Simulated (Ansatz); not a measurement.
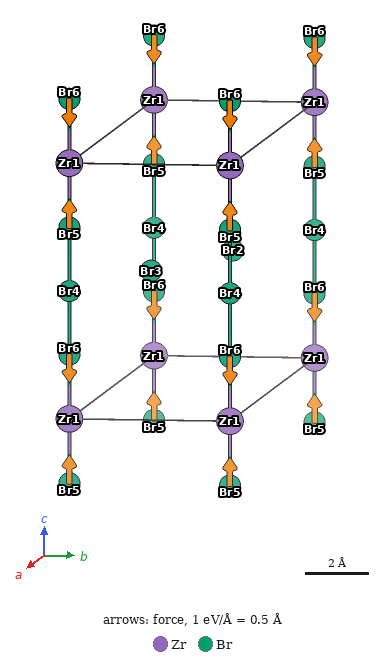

Starting geometry of a crystal of ZrBr5 (a generated structure, set up in P6/mmm) (coarse preliminary run) with the computed forces as orange arrows. Style: ball-and-stick. Shown: the cell of the calculation, from a free direction.

Theory: Ansatz, DFT PBE, scalar-relativistic, plane waves, PAW. Set-up: plane-wave cutoff 420 eV; k-point mesh 6 × 6 × 2; occupations gaussian; smearing width 0.1 eV; no spin polarisation; cell and atoms relaxed; force threshold 0.04 eV/Å; at most 70 steps.

**Is this structure relaxed? If not, where do the atoms go?**

It isn't relaxed: the largest force vector, on Br atoms, is 2.09 eV/Å. The atoms end up moving mostly along the starting forces (cosine between the two patterns 1.00). The energy falls by 791 meV per atom in 11 accepted moves (13 points after the start). Largest force component: 2.1 eV/Å at the start, 0.0051 eV/Å at the end. Pressure: 13.49 GPa at the start and 0.01 GPa at the end. The SCF was repeated twice at an unchanged geometry on a basis and grid sized afresh for the cell, which shifted the energy by 25.9 meV per atom at most. The largest moves relative to the cell, 0.83 Å, are those of Br5 and Br6. Br6 goes along −c. Zr stays in place. The drawn cell changes as follows: a = b 5.104 → 5.144 Å (+0.8 %), c 9.168 → 13.084 Å (+42.7 %); the volume changes by +44.9 %. Among the contacts that change: Br4–Br5 2.276 → 4.075 Å, Zr1–Br5 2.308 → 2.467 Å. Bonds break: Br4–Br5 (2.28 → 4.07 Å), Br4–Br6 (2.28 → 4.07 Å). The space group stays P6/mmm (No. 191). The run took 60 s on 1 thread of Intel(R) Xeon(R) Platinum 8488C (Sapphire Rapids) (shared host), peak memory 0.57 GiB.

Limits of the set-up: an odd number of electrons was run without spin polarisation, which fails if the electron would localise.
